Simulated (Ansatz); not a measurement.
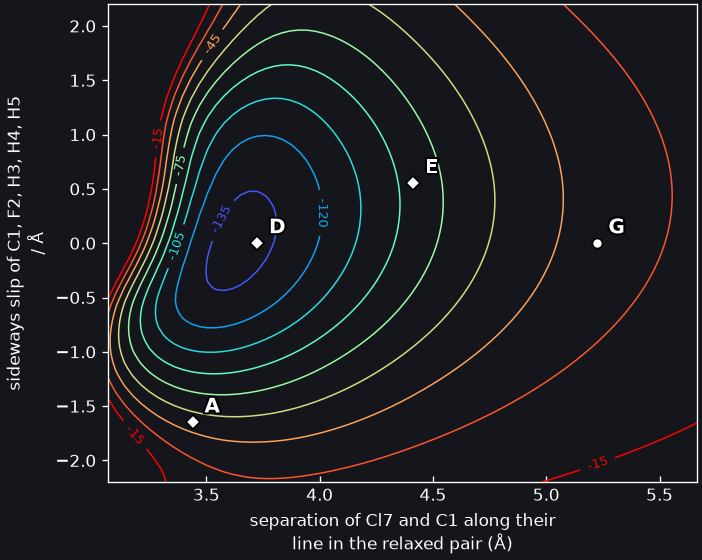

The pair CH₃F···CH₃Cl. First axis: separation of Cl7 and C1 along their line in the relaxed pair. Second axis: sideways slip of C1, F2, H3, H4, H5. Nothing is relaxed (both partners rigid). The scan uses a 9 × 9 grid. Points are written as (first, second). Energies are in meV, from the two partners far apart, frozen as in the relaxed pair, each in its own basis (no counterpoise correction). These are results of RKS B3LYP-D4/def2-SVPD (Ansatz 0.2.0), not measurements.

In the figure: contour lines labelled in meV (none above −15), lettered points. Between grid points the surface is interpolated.

Question: Is D the lowest point of the computed grid?

Answer: Yes. D, at (3.725 Å, 0.00 Å), has the lowest energy of the grid.

Question: Rank the lettered points by energy, lowest first.

Answer: D (−139 meV), E (−85 meV), A (−52 meV), G (−38 meV).
